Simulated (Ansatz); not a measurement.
**C₂H₈BNSi (SMILES CN1BC1[SiH3]): density, localisation and related maps**

Input file:

```
crystal:
  periodic: [false, false, false]
  atoms:
    - {symbol: C, position_ang: [-1.460108, 0.209875, 1.250991]}
    - {symbol: N, position_ang: [-0.477462, 0.751223, 0.379267]}
    - {symbol: B, position_ang: [0.440814, 1.598886, -0.092116]}
    - {symbol: C, position_ang: [0.130650, 0.273695, -0.885584]}
    - {symbol: Si, position_ang: [1.270652, -1.200634, -0.858786]}
    - {symbol: H, position_ang: [-1.150693, -0.771178, 1.626616]}
    - {symbol: H, position_ang: [-1.606784, 0.880264, 2.099573]}
    - {symbol: H, position_ang: [-2.415562, 0.084816, 0.730901]}
    - {symbol: H, position_ang: [1.002175, 2.626207, 0.078301]}
    - {symbol: H, position_ang: [-0.523547, 0.348114, -1.761325]}
    - {symbol: H, position_ang: [0.549237, -2.501041, -0.729657]}
    - {symbol: H, position_ang: [2.058196, -1.250581, -2.121012]}
    - {symbol: H, position_ang: [2.202830, -1.084447, 0.297631]}
basis:
  gaussian: {orbitals: def2-TZVPP}
hamiltonian: {xc: pbe0, dispersion: d4}
output: {orbitals: {seedname: orbitals}}
```

Command:

```sh
ansatz run in.yaml --threads 4 --pin off --events-out ev --progress --plain --max-ram 10444MiB
```

Geometry: PBE0-D4/def2-TZVP.

Computed with Ansatz, RKS PBE0-D4/def2-TZVPP.

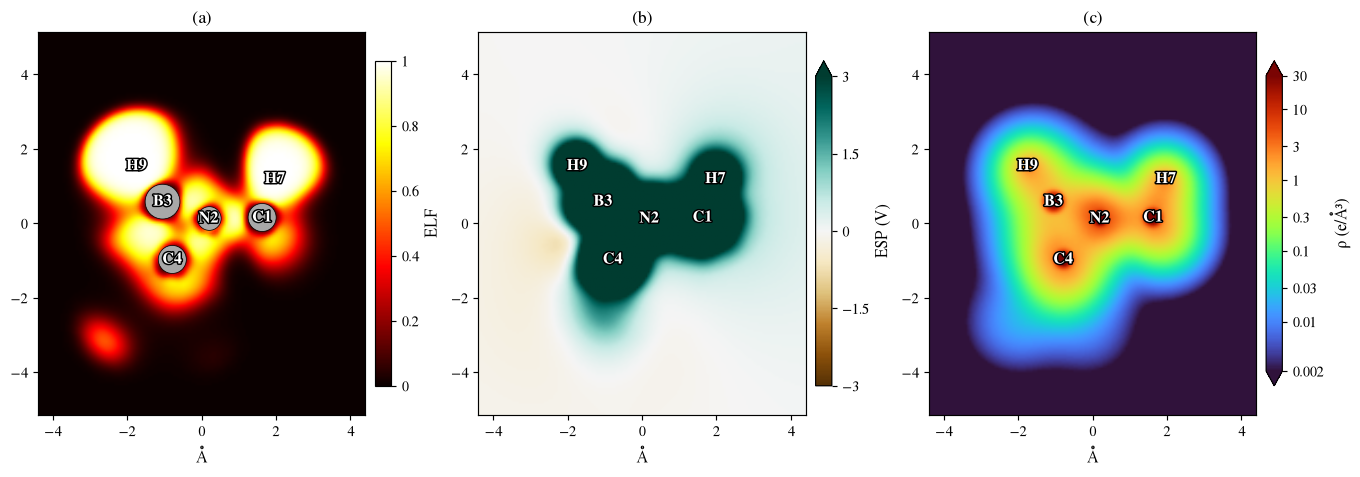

Figure 1. (a) electron localisation function; (b) molecular electrostatic potential; (c) total electron density on the plane of atoms N2, C4 and B3. Grey discs cover the atomic cores in the ELF map.

Interpret the plot.

Answer. Atoms in the plane: C, N, B and H.
B–N (1.34 Å): ρ is about 2.1 e/Å³ halfway; the ELF peaks at about 0.85 between the atoms, as expected for a short, strongly polar bond.
C–N (1.42 Å): ρ is about 2 e/Å³ halfway; the ELF peaks at about 0.90 between the atoms; a shared electron pair.
C–B (1.58 Å): ρ at the midpoint is about 1.3 e/Å³; the ELF peaks at about 0.80 between the atoms; a shared electron pair.
C–H (1.09 Å): ρ is about 2 e/Å³ halfway; the ELF climbs to about 1 towards the hydrogen, as it does in any bond to H; an ordinary covalent bond to hydrogen.
C–N (1.48 Å): ρ is about 1.7 e/Å³ halfway; the ELF peaks at about 0.85 between the atoms, as expected for a covalent bond.
Outside the dense part of the molecule the potential is most negative (−0.7 V) near C4.

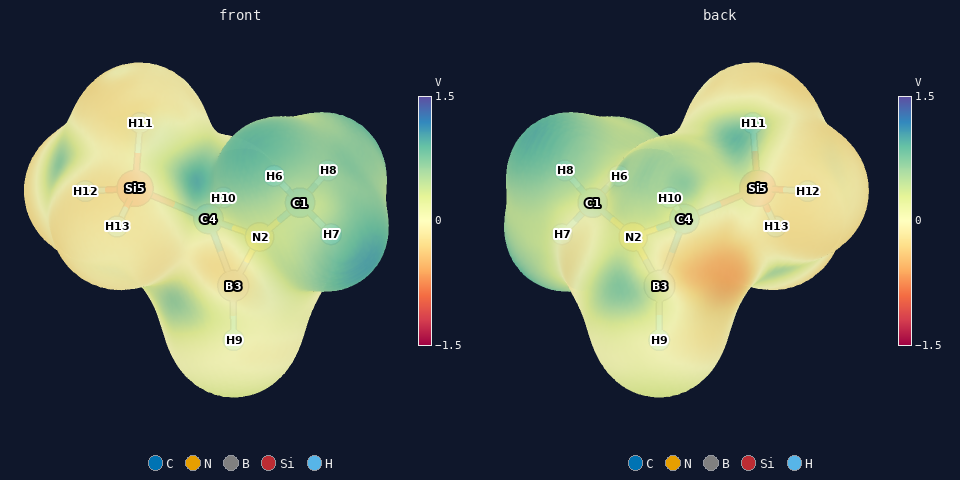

Figure 2. The molecular electrostatic potential painted on the density surface at 0.002 e/bohr³, seen from the front and from behind; the colour scale runs from red (negative) to blue (positive).

Describe the electrostatic potential map.

Answer. The most negative region (about −0.6 V) lies over C4, the most positive (about +1.0 V) over Si5 and H7.

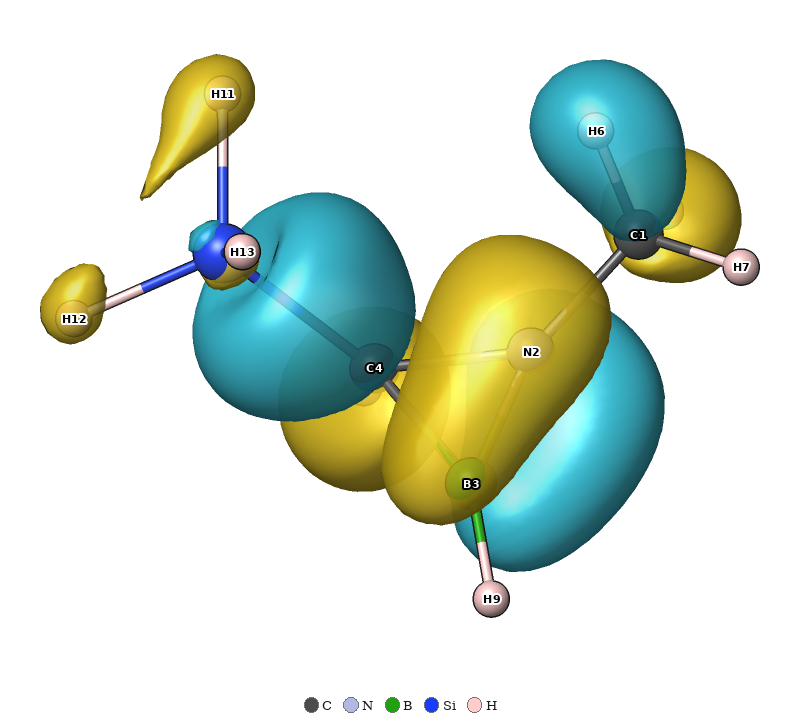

Figure 3. The HOMO at ±0.1 Å⁻³ᐟ² (yellow and cyan are the two phases), seen across its widest extent.

Where does this orbital lie, and at what energy?

Answer. Its weight (Hirshfeld) is mainly on N2 (about 35 %), C4 (about 15 %), B3 (about 10 %), Si5 (about 10 %), H10 (about 5 %) and C1 (about 5 %). Its energy is −7.02 eV.
